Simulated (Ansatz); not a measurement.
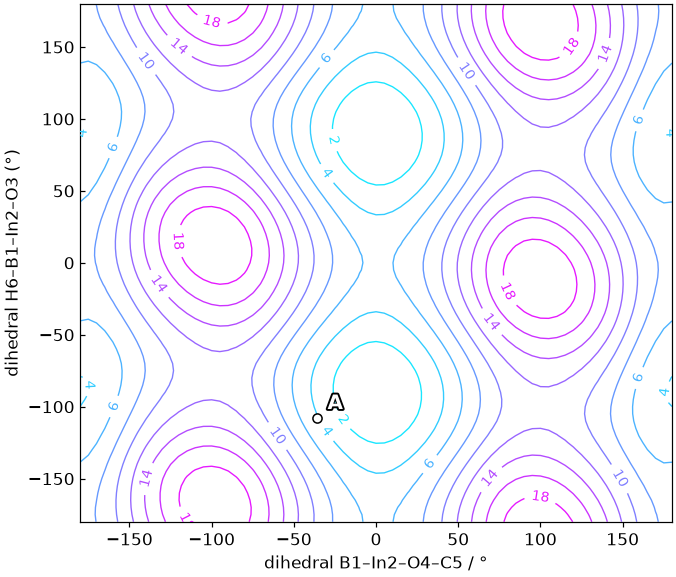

CH6BInO2, SMILES [BH2][In]([OH])[O]C. Coordinates scanned: (1) dihedral B1–In2–O4–C5; (2) dihedral H6–B1–In2–O3. Nothing is relaxed (all other coordinates rigid). Grid: 10 × 10 points. Points are written as (first, second). Energies are in kJ/mol, from the relaxed molecule at the same level. Method: Ansatz, RKS r2SCAN-D4/def2-SVP.

Drawn: contour lines labelled in kJ/mol, the point A. Between grid points the surface is interpolated.

Which way does the force act at A, and how strong is it?

A, at (−36°, −108°), is not a stationary point. The computed force is 0.17 kJ/mol for each degree towards larger values of dihedral B1–In2–O4–C5 and 0.074 kJ/mol for each degree towards larger values of dihedral H6–B1–In2–O3.
